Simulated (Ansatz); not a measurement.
# MnHg (Pm-3m): which electronic and magnetic state is lowest

Aim: start MnHg (Pm-3m) from several magnetic orders or shell fillings at one geometry and see which ends lowest.

Computed with Ansatz 0.2.0 (DFT PBE, scalar-relativistic, plane waves, PAW, unless a step's input says otherwise).

### Step 1. The system as given

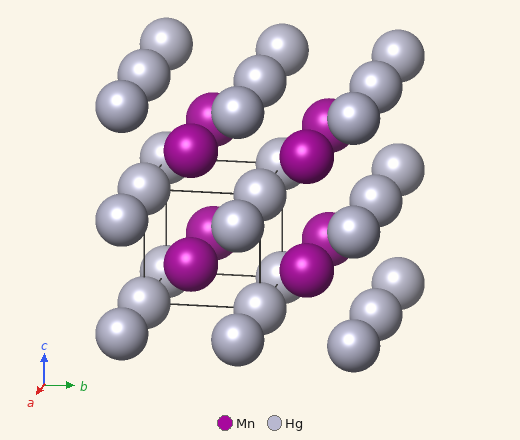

Start, viewed slightly off an axis; manganese purple, mercury light grey. 2×2×2 cells are drawn. Atoms on the faces are drawn again on the opposite ones.

Structure file:

```cif
data_structure
_symmetry_space_group_name_H-M 'Pm-3m'
_symmetry_Int_Tables_number 221
_cell_length_a 3.3150
_cell_length_b 3.3150
_cell_length_c 3.3150
_cell_angle_alpha 90.000
_cell_angle_beta 90.000
_cell_angle_gamma 90.000
_cell_volume 36.43
loop_
_atom_site_label
_atom_site_type_symbol
_atom_site_symmetry_multiplicity
_atom_site_Wyckoff_symbol
_atom_site_fract_x
_atom_site_fract_y
_atom_site_fract_z
_atom_site_occupancy
Mn1 Mn 1 b 0.50000 0.50000 0.50000 1
Hg1 Hg 1 a 0.00000 0.00000 0.00000 1
```

The cell is the deposited one, not relaxed. An earlier run on this cell at PBE gave 0.73 GPa at 18.215 Å³/atom (10×10×10 mesh), a metal on this mesh, spin moments in the atoms' spheres Mn 3.90 μB.

### Step 2. No spin polarisation

Input file input.yaml:

```yaml
crystal:
  lattice:
    - [3.3150005801, 0.0, 0.0]
    - [0.0, 3.3150005801, 0.0]
    - [0.0, 0.0, 3.3150005801]
  atoms:
    - { symbol: Mn, position: [0.5, 0.5, 0.5] }
    - { symbol: Hg, position: [0.0, 0.0, 0.0] }
basis:
  ecutwfc: 420
  ecutrho_ratio: 4
kpoints:
  mp_grid: { grid: [10, 10, 10] }
hamiltonian:
  xc: pbe
scf:
  occupations: { method: gaussian, width: 0.05 }
output:
  forces: true
  stress: true
  eigenvalues: true
```

Launch:

```sh
$ ansatz run input.yaml --threads 4 --pin off --max-ram 9216MiB --backend cpu --events-out ev --progress --plain --runs-dir out
```

Standard output, cut to the lines that bear on the results:

```text
Warning: RAYON_NUM_THREADS=4 ignored (pool sized by the plan → 4); use --threads N
[...]
Pseudopotentials: kind: paw
Pseudopotential: Mn, paw, valence charge 15, recommended cutoff 420 eV (normal), Mn.paw.azcp
Pseudopotential: Hg, paw, valence charge 20, recommended cutoff 420 eV (normal), Hg.paw.azcp
Functional definition: PBE
[...]
Crystal: 2 atoms, lattice volume = 36.429 Å³
Basis set: ecut = 420 eV, 739 PW (Γ), exchange–correlation on 48×48×48 points (8 copies of the dense FFT grid, shifted against one another)
Bands: 22, of which v1, the nominal top of the filled ones, is band 18 counted from 1 (17 counted from 0)
Symmetry: 48 space group operations
Space group: Pm-3m (ITA 221), of the structure as read, at distance tolerance 3.3e-5 Å
k-points: 56 of 1000
[...]
SCF iter   1: F=—  HF=-17710.148415 eV  |F-HF|=—  |Δ(HF+E_count)|=         —  Δρ=5.16e-3  dr2=7.03e-3  ethr=1.77e-3  ⟨swp⟩=5.1  Hψ=4588  notcnv=0
[...]
SCF iter   6: F=-17710.148582 eV  HF=-17710.148582 eV  |F-HF|=1.05e-8  |Δ(HF+E_count)|=   2.25e-8  Δρ=8.60e-6  dr2=2.43e-8  ethr=1.79e-10  ⟨swp⟩=3.2  Hψ=4543  notcnv=0
[...]
SCF converged after 6 iterations
Free energy (F): -17710.148582 eV
[...]
E sigma→0 (E₀):  -17710.146193 eV
Entropy (-TS):   -0.004778 eV (-2.389 meV/atom)
Fermi energy:    15.502351 eV
[...]
--- Forces (eV/Å), atoms counted from 1 ---
  atom   1  Mn     0.00000000     0.00000000     0.00000000
  atom   2  Hg     0.00000000     0.00000000     0.00000000
[...]
--- Stress (GPa, compression-positive) ---
      -15.176310      -0.000000       0.000000
        0.000000     -15.176310       0.000000
        0.000000       0.000000     -15.176310
  P = ⅓ Tr σ = -15.1763 GPa (-151.763 kbar)
--- Band table (eV; the first three rows and the last of 56) ---
  k-point 0: bands = ["-99.5203", "-63.3689", "-47.9317", "-47.9317", "-47.9317", "-32.1328", "-32.1328", "-32.1328", "6.6599", "7.7988", "7.7988", "8.9408", "8.9408", "8.9408", "14.7775", "14.7775", "15.7519", "15.7519", "15.7519", "21.2186", "21.2186", "21.2186"]
[...]
```

Run time: 1.3 s. Hardware: 4 threads of Intel Xeon Platinum 8259CL at 2.50GHz (Skylake/Cascade Lake), shared host; peak memory 0.42 GiB.

In short: volume 18.215 Å³/atom, pressure -15.18 GPa, metallic.

### Step 3. Antiferromagnetic, doubled cell, propagation vector (0, 0, 1/2)

Input file input.yaml:

```yaml
crystal:
  lattice:
    - [3.3150005801, 0.0, 0.0]
    - [0.0, 3.3150005801, 0.0]
    - [0.0, 0.0, 6.6300011602]
  atoms:
    - { symbol: Mn, position: [0.5, 0.5, 0.25], spin: 3.5 }
    - { symbol: Hg, position: [0.0, 0.0, 0.0] }
    - { symbol: Mn, position: [0.5, 0.5, 0.75], spin: -3.5 }
    - { symbol: Hg, position: [0.0, 0.0, 0.5] }
basis:
  ecutwfc: 420
  ecutrho_ratio: 4
kpoints:
  mp_grid: { grid: [10, 10, 5] }
hamiltonian:
  xc: pbe
scf:
  occupations: { method: gaussian, width: 0.05 }
output:
  forces: true
  stress: true
  eigenvalues: true
  populations: true
  write_density: true
  write_potential: true
  elf: true
  volumetric_format: npy
magnetization:
  spin_polarized: true
```

Launch:

```sh
$ ansatz run input.yaml --threads 4 --pin off --max-ram 9216MiB --backend cpu --events-out ev --progress --plain --runs-dir out
```

Standard output, cut to the lines that bear on the results:

```text
Warning: RAYON_NUM_THREADS=4 ignored (pool sized by the plan → 4); use --threads N
[...]
[... 4 set-up lines as earlier in the session ...]
[...]
Crystal: 4 atoms, lattice volume = 72.859 Å³
Basis set: ecut = 420 eV, 1447 PW (Γ), exchange–correlation on 48×48×90 points (8 copies of the dense FFT grid, shifted against one another)
Bands: 47, of which v1, the nominal top of the filled ones, is band 35 counted from 1 (34 counted from 0)
Symmetry: 16 space group operations
Space group: P4/mmm (ITA 123), of the structure as read, at distance tolerance 4.2e-5 Å
Magnetic group: BNS 123.348 (UNI 1008), of the structure as read, at distance tolerance 4.2e-5 Å
k-points: 63 of 500
[...]
Starting moments: Σ|m| = 7 μB on 2 of 4 sites
Starting magnetic order: antiferromagnet; a translation exchanges its spin sublattices: spin-degenerate at every k-point
[...]
WARN: an SCF from ferromagnetic starting moments (-3.88, 0.00, -3.88, 0.00 Bohr magnetons, atom by atom) was not made, by what the run has read of turns of its moments that order reads lower: the deck asks for what bars it, or types moments that do (magnetization.spin_polarized, in the [...]
Per-site moments (μB) at R_I (Å): [(3.9013877116466773, 1.1842358203197847), (3.922763551674346e-7, 1.1842358203197847), (-3.901375684038412, 1.1842358203197847), (3.9227635484887013e-7, 1.1842358203197847)]
Free energy (F): -35423.280716 eV
[...]
E sigma→0 (E₀):  -35423.278455 eV
Entropy (-TS):   -0.004522 eV (-1.130 meV/atom)
Fermi energy:    16.342481 eV
[...]
--- Forces (eV/Å), atoms counted from 1 ---
  atom   1  Mn     0.00000000     0.00000000     0.00000000
  atom   2  Hg    -0.00000000     0.00000000    -0.00000465
  atom   3  Mn     0.00000000    -0.00000000     0.00000000
  atom   4  Hg    -0.00000000     0.00000000     0.00000465
[...]
--- Stress (GPa, compression-positive) ---
        0.308532       0.000000       0.000000
        0.000000       0.308532       0.000000
        0.000000       0.000000      -0.100990
  P = ⅓ Tr σ = 0.1720 GPa (1.720 kbar)
--- Band table (eV; the first three rows and the last of 126) ---
[...]
--- Löwdin populations: 4 sites ---
  site symbol       q [e]    m [muB]
     0     Mn     14.8312     4.0664
     1     Hg     19.3648    -0.0000
     2     Mn     14.8312    -4.0663
     3     Hg     19.3648    -0.0000
  spilling = 0.022972 (of n_electrons = 70.000000)
```

Caution: the run may have ended on a state that is not the lowest.

Wall time 17 s (4 threads of Intel Xeon Platinum 8259CL at 2.50GHz (Skylake/Cascade Lake), shared host); peak memory 0.69 GiB.

Result: volume 18.215 Å³/atom, pressure 0.17 GPa, metallic, spin moments in the atoms' spheres Mn 3.90, -3.90 μB.

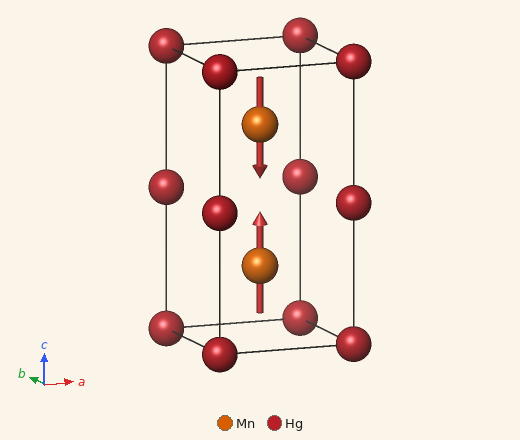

Spin moments on the atoms; the longest arrow is 3.90 μB, and the direction is arbitrary without spin–orbit coupling.

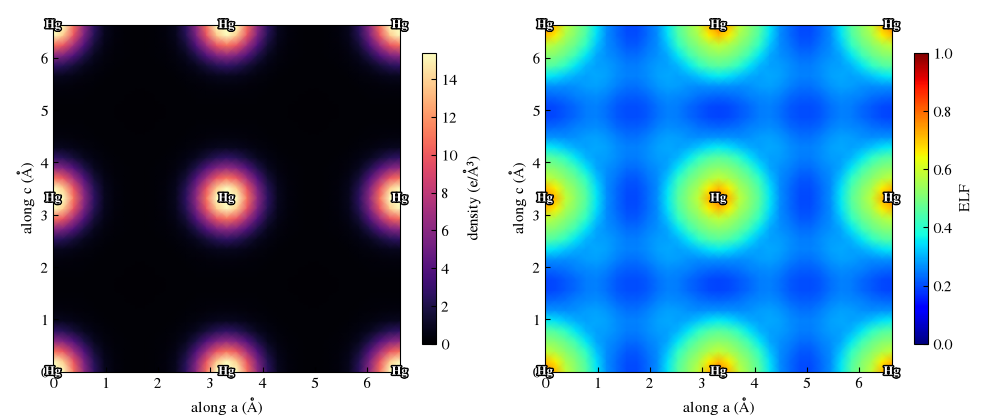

Density (left) and ELF (right) in a lattice plane of the grid's cell (edges 3.32 and 6.63 Å, at 0.000 of the third edge), which holds Hg. Only atoms in the plane are labelled; the density scale stops at 15.39 e/Å³. Both are smooth fields of the valence electrons: close to the nuclei they are not physical.

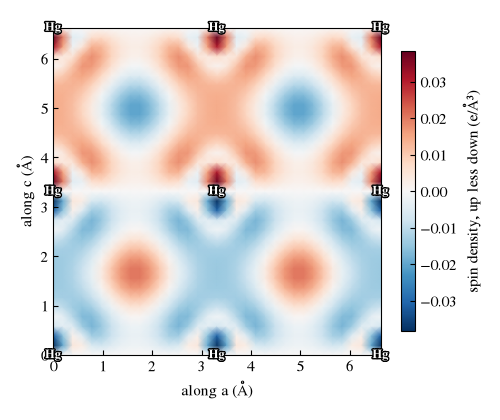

Spin density in a lattice plane of the grid's cell (edges 3.32 and 6.63 Å, at 0.000 of the third edge), which holds Hg.

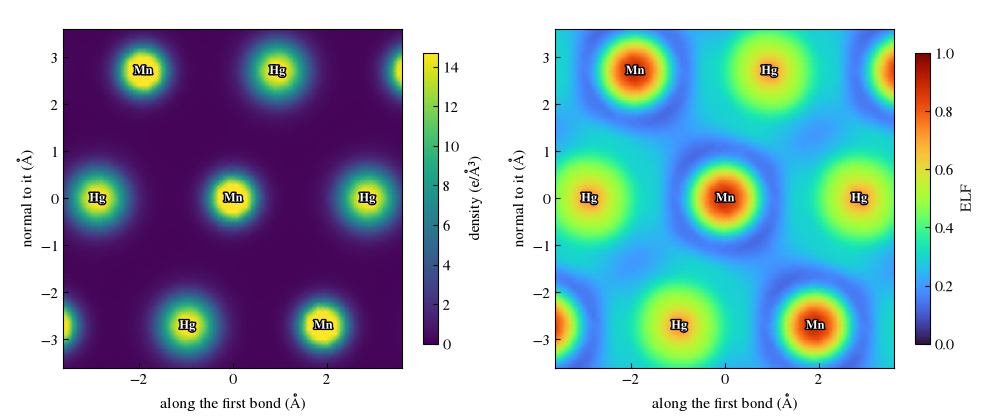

Density and ELF in the plane through atom 1 (Mn) and two of its nearest Hg neighbours; the density scale stops at 14.70 e/Å³.

### Step 4. Antiferromagnetic, doubled cell, propagation vector (0, 1/2, 1/2)

Input file input.yaml:

```yaml
crystal:
  lattice:
    - [3.3150005801, 0.0, 0.0]
    - [0.0, 3.3150005801, 3.3150005801]
    - [0.0, 0.0, 6.6300011602]
  atoms:
    - { symbol: Mn, position: [0.5, 0.5, 0.0], spin: 3.5 }
    - { symbol: Hg, position: [0.0, 0.0, 0.0] }
    - { symbol: Mn, position: [0.5, 0.5, 0.5], spin: -3.5 }
    - { symbol: Hg, position: [0.0, 0.0, 0.5] }
basis:
  ecutwfc: 420
  ecutrho_ratio: 4
kpoints:
  mp_grid: { grid: [10, 10, 5] }
hamiltonian:
  xc: pbe
scf:
  occupations: { method: gaussian, width: 0.05 }
output:
  forces: true
  stress: true
  eigenvalues: true
  populations: true
magnetization:
  spin_polarized: true
```

Launch:

```sh
$ ansatz run input.yaml --threads 4 --pin off --max-ram 9216MiB --backend cpu --events-out ev --progress --plain --runs-dir out
```

Standard output, cut to the lines that bear on the results:

```text
Warning: RAYON_NUM_THREADS=4 ignored (pool sized by the plan → 4); use --threads N
[...]
[... 4 set-up lines as earlier in the session ...]
[...]
Crystal: 4 atoms, lattice volume = 72.859 Å³
Basis set: ecut = 420 eV, 1459 PW (Γ), exchange–correlation on 48×64×90 points (8 copies of the dense FFT grid, shifted against one another)
Bands: 47, of which v1, the nominal top of the filled ones, is band 35 counted from 1 (34 counted from 0)
[... 2 set-up lines as earlier in the session ...]
Magnetic group: BNS 123.349 (UNI 1009), of the structure as read, at distance tolerance 4.2e-5 Å
k-points: 72 of 500
[...]
Starting moments: Σ|m| = 7 μB on 2 of 4 sites
Starting magnetic order: antiferromagnet; a translation exchanges its spin sublattices: spin-degenerate at every k-point
[...]
WARN: an SCF from ferromagnetic starting moments (-3.91, 0.00, -3.91, 0.00 Bohr magnetons, atom by atom) was not made, by what the run has read of turns of its moments that order reads lower: the deck asks for what bars it, or types moments that do (magnetization.spin_polarized, in the [...]
Per-site moments (μB) at R_I (Å): [(3.901372177713116, 1.1842358203197847), (-8.617642342928997e-7, 1.1842358203197847), (-3.9013826276121115, 1.1842358203197847), (-8.617642350076837e-7, 1.1842358203197847)]
Free energy (F): -35423.069187 eV
[...]
E sigma→0 (E₀):  -35423.066694 eV
Entropy (-TS):   -0.004985 eV (-1.246 meV/atom)
Fermi energy:    16.139833 eV
[...]
--- Forces (eV/Å), atoms counted from 1 ---
  atom   1  Mn    -0.00000000    -0.00000000     0.00000000
  atom   2  Hg     0.00000000    -0.00000000    -0.00000000
  atom   3  Mn    -0.00000000    -0.00000000    -0.00000000
  atom   4  Hg    -0.00000000     0.00000000    -0.00000000
[...]
--- Stress (GPa, compression-positive) ---
        1.151503       0.000000       0.000000
        0.000000       1.291572       0.000000
       -0.000000       0.000000       1.291572
  P = ⅓ Tr σ = 1.2449 GPa (12.449 kbar)
--- Band table (eV; the first three rows and the last of 144) ---
[...]
--- Löwdin populations: 4 sites ---
  site symbol       q [e]    m [muB]
     0     Mn     14.8114     4.0424
     1     Hg     19.3885     0.0000
     2     Mn     14.8113    -4.0424
     3     Hg     19.3885     0.0000
  spilling = 0.022861 (of n_electrons = 70.000000)
```

Caution: the run may have ended on a state that is not the lowest.

It took 17 s on 4 threads of Intel Xeon Platinum 8259CL at 2.50GHz (Skylake/Cascade Lake), shared host; peak memory 0.73 GiB.

Read off: volume 18.215 Å³/atom, pressure 1.24 GPa, metallic, spin moments in the atoms' spheres Mn 3.90, -3.90 μB.

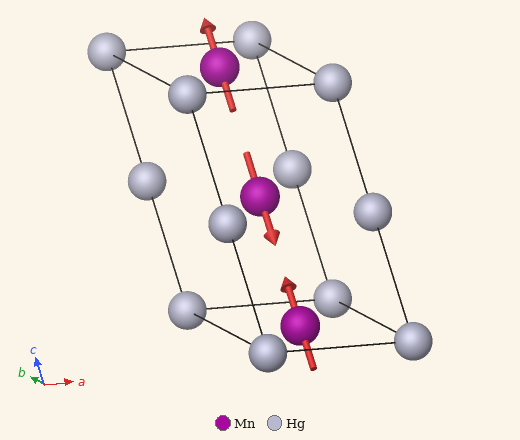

Spin moments on the atoms; the longest arrow is 3.90 μB, and the direction is arbitrary without spin–orbit coupling.

### Step 5. Antiferromagnetic, doubled cell, propagation vector (1/2, 1/2, 1/2)

Input file input.yaml:

```yaml
crystal:
  lattice:
    - [3.3150005801, 0.0, 3.3150005801]
    - [0.0, 3.3150005801, 3.3150005801]
    - [0.0, 0.0, 6.6300011602]
  atoms:
    - { symbol: Mn, position: [0.5, 0.5, 0.75], spin: 3.5 }
    - { symbol: Hg, position: [0.0, 0.0, 0.0] }
    - { symbol: Mn, position: [0.5, 0.5, 0.25], spin: -3.5 }
    - { symbol: Hg, position: [0.0, 0.0, 0.5] }
basis:
  ecutwfc: 420
  ecutrho_ratio: 4
kpoints:
  mp_grid: { grid: [10, 10, 5] }
hamiltonian:
  xc: pbe
scf:
  occupations: { method: gaussian, width: 0.05 }
output:
  forces: true
  stress: true
  eigenvalues: true
  populations: true
magnetization:
  spin_polarized: true
```

Launch:

```sh
$ ansatz run input.yaml --threads 4 --pin off --max-ram 9216MiB --backend cpu --events-out ev --progress --plain --runs-dir out
```

Standard output, cut to the lines that bear on the results:

```text
Warning: RAYON_NUM_THREADS=4 ignored (pool sized by the plan → 4); use --threads N
[...]
[... 4 set-up lines as earlier in the session ...]
[...]
Crystal: 4 atoms, lattice volume = 72.859 Å³
Basis set: ecut = 420 eV, 1411 PW (Γ), exchange–correlation on 64×64×90 points (8 copies of the dense FFT grid, shifted against one another)
Bands: 47, of which v1, the nominal top of the filled ones, is band 35 counted from 1 (34 counted from 0)
[... 1 set-up line as earlier in the session ...]
Space group: Fm-3m (ITA 225), of the structure as read, at distance tolerance 4.2e-5 Å
Magnetic group: BNS 225.121 (UNI 1623), of the structure as read, at distance tolerance 4.2e-5 Å
k-points: 28 of 500
[...]
Starting moments: Σ|m| = 7 μB on 2 of 4 sites
Starting magnetic order: antiferromagnet; a translation exchanges its spin sublattices: spin-degenerate at every k-point
[...]
WARN: an SCF from ferromagnetic starting moments (-3.84, 0.00, -3.84, 0.00 Bohr magnetons, atom by atom) was not made, by what the run has read of turns of its moments that order reads lower: the deck asks for what bars it, or types moments that do (magnetization.spin_polarized, in the [...]
Per-site moments (μB) at R_I (Å): [(3.9084705308235743, 1.1842358203197847), (4.021614143813305e-8, 1.1842358203197847), (-3.9084773054646464, 1.1842358203197847), (4.0216141789313055e-8, 1.1842358203197847)]
Free energy (F): -35423.403804 eV
[...]
E sigma→0 (E₀):  -35423.402454 eV
Entropy (-TS):   -0.002700 eV (-0.675 meV/atom)
Fermi energy:    16.211220 eV
[...]
--- Forces (eV/Å), atoms counted from 1 ---
  atom   1  Mn     0.00000000     0.00000000    -0.00000000
  atom   2  Hg     0.00000000     0.00000000    -0.00000000
  atom   3  Mn     0.00000000     0.00000000     0.00000000
  atom   4  Hg    -0.00000000     0.00000000     0.00000000
[...]
--- Stress (GPa, compression-positive) ---
       -0.781340       0.000000      -0.000000
        0.000000      -0.781340       0.000000
       -0.000000       0.000000      -0.781340
  P = ⅓ Tr σ = -0.7813 GPa (-7.813 kbar)
--- Band table (eV; the first three rows and the last of 56) ---
[...]
--- Löwdin populations: 4 sites ---
  site symbol       q [e]    m [muB]
     0     Mn     14.7975     4.0756
     1     Hg     19.3779     0.0000
     2     Mn     14.7975    -4.0756
     3     Hg     19.3779     0.0000
  spilling = 0.023560 (of n_electrons = 70.000000)
```

Caution: the run may have ended on a state that is not the lowest.

Wall time 7.7 s (4 threads of Intel Xeon Platinum 8259CL at 2.50GHz (Skylake/Cascade Lake), shared host); peak memory 0.58 GiB.

Read off: volume 18.215 Å³/atom, pressure -0.78 GPa, metallic, spin moments in the atoms' spheres Mn 3.91, -3.91 μB.

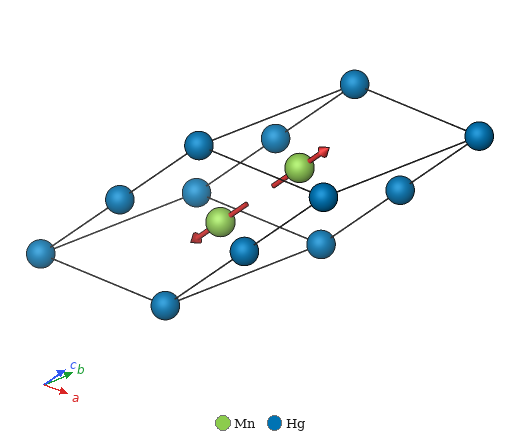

Spin moments on the atoms; the longest arrow is 3.91 μB, and the direction is arbitrary without spin–orbit coupling.

### Step 6. Small parallel starting moments

Input file input.yaml:

```yaml
crystal:
  lattice:
    - [3.3150005801, 0.0, 0.0]
    - [0.0, 3.3150005801, 0.0]
    - [0.0, 0.0, 3.3150005801]
  atoms:
    - { symbol: Mn, position: [0.5, 0.5, 0.5], spin: 0.5 }
    - { symbol: Hg, position: [0.0, 0.0, 0.0] }
basis:
  ecutwfc: 420
  ecutrho_ratio: 4
kpoints:
  mp_grid: { grid: [10, 10, 10] }
hamiltonian:
  xc: pbe
scf:
  occupations: { method: gaussian, width: 0.05 }
output:
  forces: true
  stress: true
  eigenvalues: true
  populations: true
magnetization:
  spin_polarized: true
```

Launch:

```sh
$ ansatz run input.yaml --threads 4 --pin off --max-ram 9216MiB --backend cpu --events-out ev --progress --plain --runs-dir out
```

Standard output, cut to the lines that bear on the results:

```text
Warning: RAYON_NUM_THREADS=4 ignored (pool sized by the plan → 4); use --threads N
[...]
[... 4 set-up lines as earlier in the session ...]
[...]
Crystal: 2 atoms, lattice volume = 36.429 Å³
Basis set: ecut = 420 eV, 739 PW (Γ), exchange–correlation on 48×48×48 points (8 copies of the dense FFT grid, shifted against one another)
Bands: 22, of which v1, the nominal top of the filled ones, is band 18 counted from 1 (17 counted from 0)
[... 2 set-up lines as earlier in the session ...]
Magnetic group: BNS 221.92 (UNI 1594), of the structure as read, at distance tolerance 3.3e-5 Å
k-points: 56 of 1000
[...]
Starting moments: Σ|m| = 0.5 μB on 1 of 2 sites
[...]
Absolute magnetization: 4.1803 μB (∫|ρ↑−ρ↓|, with the PAW one-centre terms)
Spin contamination: 0.1378 ħ² per cell (⟨S²⟩ above its minimum at these occupations)
Per-site moments (μB) at R_I (Å): [(3.8967517833686878, 1.1842358203197847), (-0.02242540880877677, 1.1842358203197847)]
Free energy (F): -17711.593163 eV
[...]
E sigma→0 (E₀):  -17711.591734 eV
Entropy (-TS):   -0.002857 eV (-1.429 meV/atom)
Fermi energy:    16.281341 eV
[...]
--- Forces (eV/Å), atoms counted from 1 ---
  atom   1  Mn     0.00000000    -0.00000000     0.00000000
  atom   2  Hg    -0.00000000     0.00000000     0.00000000
[...]
--- Stress (GPa, compression-positive) ---
        0.730629       0.000000      -0.000000
       -0.000000       0.730629       0.000000
        0.000000       0.000000       0.730629
  P = ⅓ Tr σ = 0.7306 GPa (7.306 kbar)
--- Band table (eV; the first three rows and the last of 112) ---
[... band rows left out ...]
[...]
--- Löwdin populations: 2 sites ---
  site symbol       q [e]    m [muB]
     0     Mn     14.8277     4.0478
     1     Hg     19.3587     0.0142
  spilling = 0.023248 (of n_electrons = 35.000000)
```

It took 4 s on 4 threads of Intel Xeon Platinum 8259CL at 2.50GHz (Skylake/Cascade Lake), shared host; peak memory 0.42 GiB.

Result: volume 18.215 Å³/atom, pressure 0.73 GPa, no gap, spin moments in the atoms' spheres Mn 3.90 μB.

The typed moments are small, but the first cycle already holds 3.7 μB per cell: the program filled the open shells as in the free atom, so this is no test of a weak start.

### Step 7. The magnetic starts side by side

Energies have the smearing extrapolated to zero.

| start | from the base state (meV/atom) | gap (eV) | pressure (GPa) | moments in spheres (μB) |
| --- | --- | --- | --- | --- |
| ferromagnetic | 0.0 | metal | 0.73 | Mn 3.90 |
| no spin polarisation | 722.8 | metal | -15.18 | none |
| antiferromagnetic, doubled cell, propagation vector (0, 0, 1/2) | -23.7 | metal | 0.17 | Mn 3.90, -3.90 |
| antiferromagnetic, doubled cell, propagation vector (0, 1/2, 1/2) | 29.2 | metal | 1.24 | Mn 3.90, -3.90 |
| antiferromagnetic, doubled cell, propagation vector (1/2, 1/2, 1/2) | -54.7 | metal | -0.78 | Mn 3.91, -3.91 |
| small parallel starting moments | 0.0 | metal | 0.73 | Mn 3.90 |

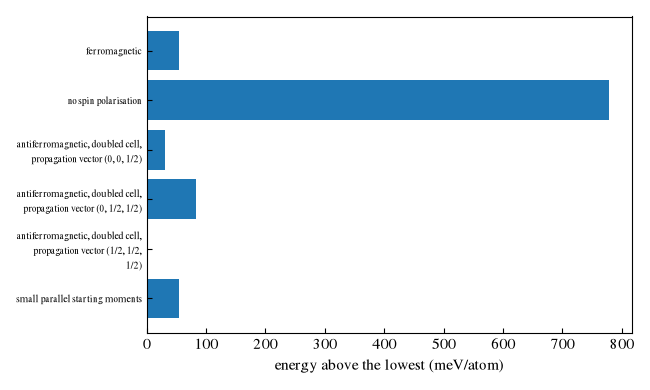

Energy of each magnetic start above the lowest.

Propagation vectors are in units of the typed cell's reciprocal vectors.

### Step 8. What came out

| quantity | value |
| --- | --- |
| lowest magnetic start | antiferromagnetic, doubled cell, propagation vector (1/2, 1/2, 1/2) |
| next in this table | 31.0 meV/atom higher |

**Reading.** The lowest state comes from the start «antiferromagnetic, doubled cell, propagation vector (1/2, 1/2, 1/2)»; the next lies 31.0 meV/atom higher. At this cell, forbidding spin polarisation costs 778 meV/atom. Only a few orders and starts were tried, so a lower state isn't excluded. Spin–orbit coupling is left out, though the cell holds Hg; in elements this heavy it can shift levels and gaps by tenths of an eV.
